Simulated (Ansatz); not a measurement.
**C$_{9}$H$_{14}$FHfNO (SMILES C[O][Hf]([F])([c]1ccccc1)[N](C)C): density, localisation and related maps**

Input

```
crystal:
  periodic: [false, false, false]
  atoms:
    - {symbol: C, position_ang: [-2.649468, -2.604757, -0.905355]}
    - {symbol: O, position_ang: [-1.523490, -1.791566, -0.943884]}
    - {symbol: Hf, position_ang: [-0.017801, -0.644038, -1.223139]}
    - {symbol: F, position_ang: [0.418576, -0.111542, -3.024038]}
    - {symbol: C, position_ang: [-0.450806, 1.212636, -0.060442]}
    - {symbol: C, position_ang: [-1.734261, 1.504615, 0.419229]}
    - {symbol: C, position_ang: [-2.009800, 2.677362, 1.109430]}
    - {symbol: C, position_ang: [-0.998860, 3.598595, 1.338178]}
    - {symbol: C, position_ang: [0.283874, 3.340531, 0.876097]}
    - {symbol: C, position_ang: [0.547040, 2.163602, 0.190462]}
    - {symbol: N, position_ang: [1.620783, -1.413241, -0.323077]}
    - {symbol: C, position_ang: [1.672298, -2.418477, 0.708353]}
    - {symbol: C, position_ang: [2.926595, -0.901333, -0.668883]}
    - {symbol: H, position_ang: [-3.072545, -2.736833, -1.906595]}
    - {symbol: H, position_ang: [-2.395431, -3.592041, -0.505483]}
    - {symbol: H, position_ang: [-3.417183, -2.161967, -0.262074]}
    - {symbol: H, position_ang: [-2.547006, 0.800713, 0.256761]}
    - {symbol: H, position_ang: [-3.014063, 2.873631, 1.470067]}
    - {symbol: H, position_ang: [-1.209408, 4.516322, 1.876213]}
    - {symbol: H, position_ang: [1.078787, 4.057252, 1.053316]}
    - {symbol: H, position_ang: [1.565327, 1.990742, -0.152408]}
    - {symbol: H, position_ang: [0.670032, -2.786629, 0.941162]}
    - {symbol: H, position_ang: [2.283886, -3.280066, 0.403532]}
    - {symbol: H, position_ang: [2.105252, -2.019967, 1.636781]}
    - {symbol: H, position_ang: [2.861228, -0.161372, -1.474814]}
    - {symbol: H, position_ang: [3.596805, -1.699201, -1.019032]}
    - {symbol: H, position_ang: [3.409626, -0.412971, 0.189625]}
basis:
  gaussian: {orbitals: def2-TZVPP}
hamiltonian: {xc: pbe0, dispersion: d4}
output: {orbitals: {seedname: orbitals}}
```

Command:

```sh
ansatz run in.yaml --threads 11 --pin off --events-out ev --progress --plain --max-ram 174080MiB --backend cuda --devices 0, --max-vram 75GiB
```

Geometry: PBE0-D4/def2-TZVP; core potentials replace the inner electrons of Hf.

Level of theory: RKS PBE0-D4/def2-TZVPP in Ansatz.

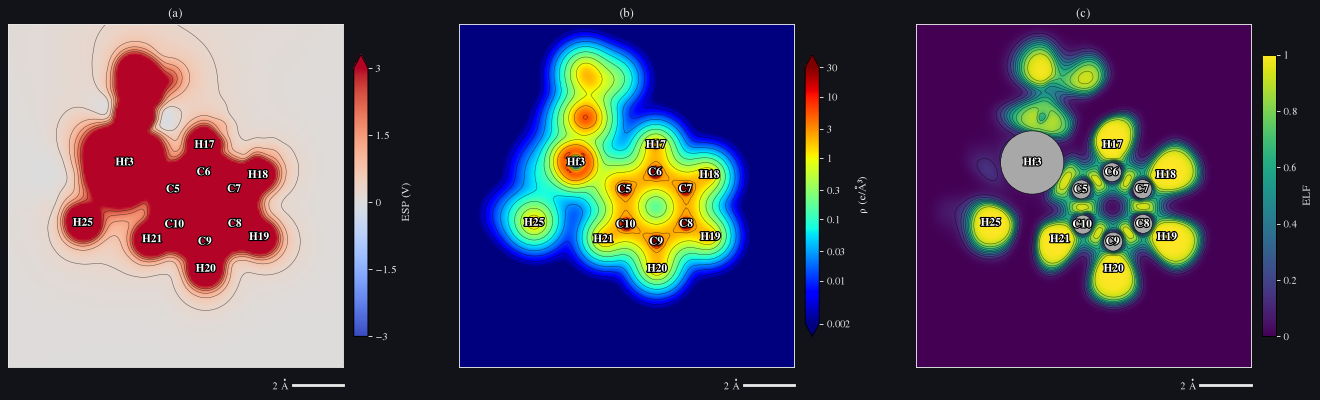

Figure 1. (a) molecular electrostatic potential; (b) electron density; (c) electron localisation function on the plane of atoms C10, C9 and H20. Grey discs cover the atomic cores in the ELF map.

**What does the map show?**

- The section cuts through Hf, C and H sites.
- C–C (1.39 Å): ρ at the midpoint is about 2.2 e/Å³; the ELF peaks at about 0.95 between the atoms (a covalent bond).
- C–Hf (2.23 Å): ρ at the midpoint is about 0.68 e/Å³; the ELF peaks at about 0.95 in the valence shell of C, 0.7 Å from its nucleus, and is about 0.50 at the midpoint.
- The potential has no marked negative region in this plane.

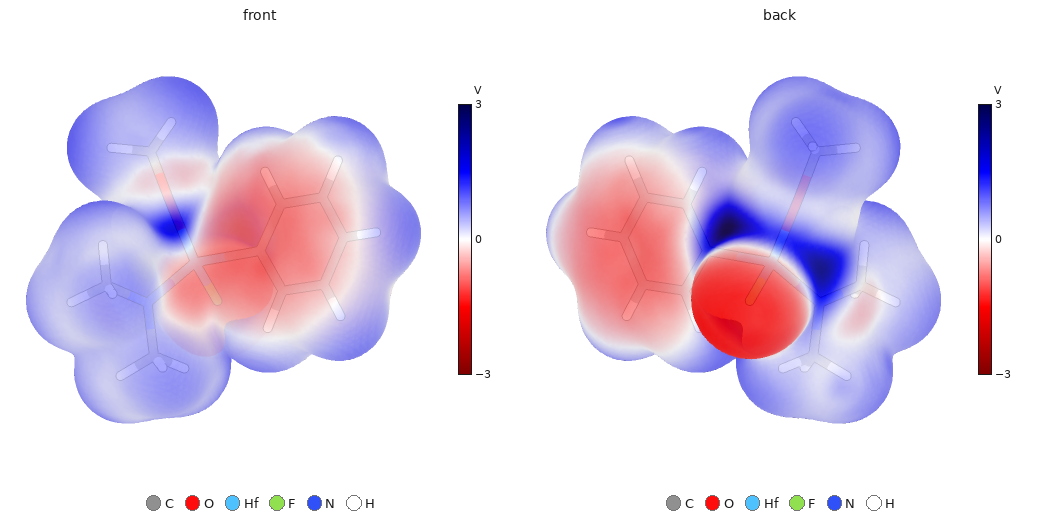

Figure 2. The molecular electrostatic potential painted on the density surface at 0.002 e/bohr³, seen from the front and from behind; the colour scale runs from red (negative) to blue (positive).

**Where is the surface potential most negative and most positive?**

The most negative region (about −1.4 V) lies over F4, the most positive (about +2.5 V) over Hf3.

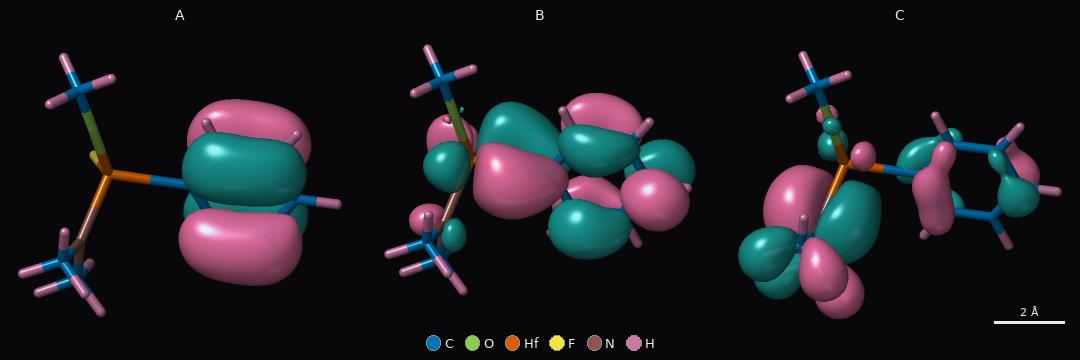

Figure 3. Three frontier orbitals at ±0.08 Å⁻³ᐟ² (teal and pink are the two phases), in no order.

**Which picture is the HOMO−1, the HOMO and the LUMO?**

A is the HOMO−1 (−7.08 eV). It lies mainly on C9 (about 20 %), C6 (about 20 %), C7 (about 20 %) and C10 (about 20 %). C is the HOMO (−6.45 eV). It lies mainly on N11 (about 45 %), Hf3 (about 10 %), C12 (about 5 %) and C13 (about 5 %). B is the LUMO (−0.70 eV). By Hirshfeld shares it lies mainly on Hf3 (about 30 %), C5 (about 15 %), C8 (about 15 %), C10 (about 10 %), C6 (about 10 %) and C7 (about 5 %).

**What is the HOMO–LUMO gap?**

5.75 eV between the orbital energies.
